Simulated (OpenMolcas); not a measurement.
# Pt³⁺ among point charges: CASSCF and CASPT2 levels and susceptibility

Aim: the splitting of the states of Pt³⁺ in the field of 4 point charges, its lowest levels with spin-orbit coupling and its magnetic susceptibility.

Program: OpenMolcas 26.06. Level of theory: state-averaged CASSCF and CASPT2, spin-orbit coupling by RASSI with atomic mean-field integrals. These are calculated values, not measurements, unless marked.

**1. What is computed**

- Species: Pt³⁺ (platinum, Z = 78, 75 electrons)
- Basis: ANO-RCC-VDZP [7s6p4d2f], 59 functions
- Scalar Hamiltonian: DKH2, point nucleus
- Inactive shells: 1s 2s 2p 3s 3p 3d 4s 4p 4d 4f 5s 5p
- Active space: 7 electrons in 5 orbitals (5d)
- Some configurations of this space: 5d7
- Orbitals: optimised for each spin and parity, averaged over all roots

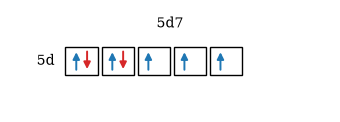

The shells outside the core, filled by Hund's rule for the drawing.

The ion sits among 4 point charges of -2.5 e arranged as a tetrahedron (Td), 1.98 Å from the ion.

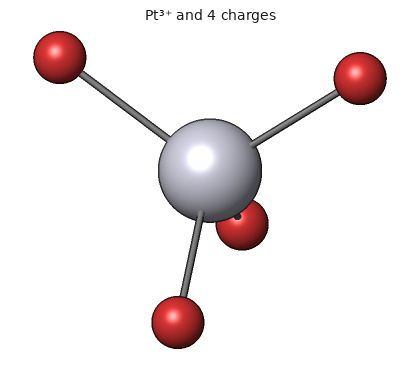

The ion and the point charges (red).

The work runs as a chain of OpenMolcas steps in one folder; each step below is one input file. Labels, J, g values, rates, χT and fits are worked out afterwards by a script from the matrices that RASSI stores.

**2. Basis and integrals**

Input file a.inp:

```
&GATEWAY
Coord
1

Pt 0.0 0.0 0.0
Basis=ANO-RCC-VDZP
Group=NoSym
NoMove
AngMom=0.0 0.0 0.0
AMFI
XField
4 Angstrom 0
1.143154 1.143154 1.143154 -2.500000
1.143154 -1.143154 -1.143154 -2.500000
-1.143154 1.143154 -1.143154 -2.500000
-1.143154 -1.143154 1.143154 -2.500000
&SEWARD
```

**3. Reference wave functions, quartets, 10 roots**

Input file a.inp:

```
&RASSCF
FileOrb=start.orb
Symmetry=1
Spin=4
nActEl=7 0 0
Inactive=34
Ras2=5
CIRoot=10 10 1
SDav=10
CIMx=300
Iter=120 100
PrWF=0.3
OrbListing=Nothing
MaxOrb=0
>>> COPY $Project.JobIph JOB001
```

start.orb holds the contracted functions of the basis, ordered by shell, or the orbitals of the step before.

**4. Reference wave functions, doublets, 40 roots**

Input file a.inp:

```
&RASSCF
FileOrb=start.orb
Symmetry=1
Spin=2
nActEl=7 0 0
Inactive=34
Ras2=5
CIRoot=40 40 1
SDav=40
CIMx=300
Iter=120 100
PrWF=0.3
OrbListing=Nothing
MaxOrb=0
>>> COPY $Project.JobIph JOB002
```

**5. RASSI: spin-orbit coupling between the states**

Input file a.inp:

```
&RASSI
NrOfJobIphs=2 10 40
1 2 3 4 5 6 7 8 9 10
1 2 3 4 5 6 7 8 9 10 11 12 13 14 15 16 17 18 19 20 21 22 23 24 25 26 27
28 29 30 31 32 33 34 35 36 37 38 39 40
IphNames
JOB001
JOB002
EJob
SpinOrbit
DIPRint=1.0
SOCoupling=1000.0
Subsets=2
Property=9
'ANGMOM' 1 'ANGMOM' 2 'ANGMOM' 3 'MLTPL  1' 1 'MLTPL  1' 2 'MLTPL  1' 3
'AMFI' 1 'AMFI' 2 'AMFI' 3
SOProperty=3
'ANGMOM' 1 'ANGMOM' 2 'ANGMOM' 3
```

**6. CASPT2: IPEA 0.25, imaginary shift 0.1 (closed shells correlated: 4f 5s 5p)**

Input file a.inp:

```
>>> COPY JOB001 $Project.JobIph
&CASPT2
Multistate=10 1 2 3 4 5 6 7 8 9 10
NoMult
Frozen=23
IPEA=0.25
Imaginary=0.1
MaxIter=60
WThr=0.0 0.3 0.05
PrWF=0.5
NoMix
>>> COPY JOB002 $Project.JobIph
&CASPT2
Multistate=40 1 2 3 4 5 6 7 8 9 10 11 12 13 14 15 16 17 18 19 20 21 22
23 24 25 26 27 28 29 30 31 32 33 34 35 36 37 38 39 40
NoMult
Frozen=23
IPEA=0.25
Imaginary=0.1
MaxIter=60
WThr=0.0 0.3 0.05
PrWF=0.5
NoMix
```

(Steps that only read results are left out.)

Before running it: what results should come out? Wanted: spin-free ground state; first state of the same spin within the active space; lowest level; next level.

The runs gave:

```
                                            quantity                                                                           value
                                              method  SS-CASPT2, IPEA 0.25, imaginary shift 0.1 (closed shells correlated: 4f 5s 5p)
                              spin-free ground state                                                 4A2, 1-fold in its orbital part
first state of the same spin within the active space                                                                4T2 at 3800 cm⁻¹
                                        lowest level                                                                       4-fold Γ8
                                          next level                                                                     2185.1 cm⁻¹
                                         χT at 300 K                                                                  4.12 cm³ K/mol
                           effective moment at 300 K                                                                         5.74 μB
```

Cost by method:

| method | time of its own steps | time with the reference |
| --- | --- | --- |
| A. CASSCF | 14 s | 14 s |
| B. SS-CASPT2, IPEA 0.25, imaginary shift 0.1, +4f 5s 5p | 13 s | 27 s |

Times are of one thread on a shared host.

What this shows: The spin-free ground state (4A2) comes to 100 % from free-ion F terms and keeps the highest spin of the shell. χT at 300 K is 4.12, against 1.88 cm³ K/mol for the spin alone, so orbital moment adds to it. CASPT2 does not keep the components of a term degenerate, and the means are used. The field of point charges can differ much from that of real complexes. This is an electrostatic model: the charges have no orbitals.
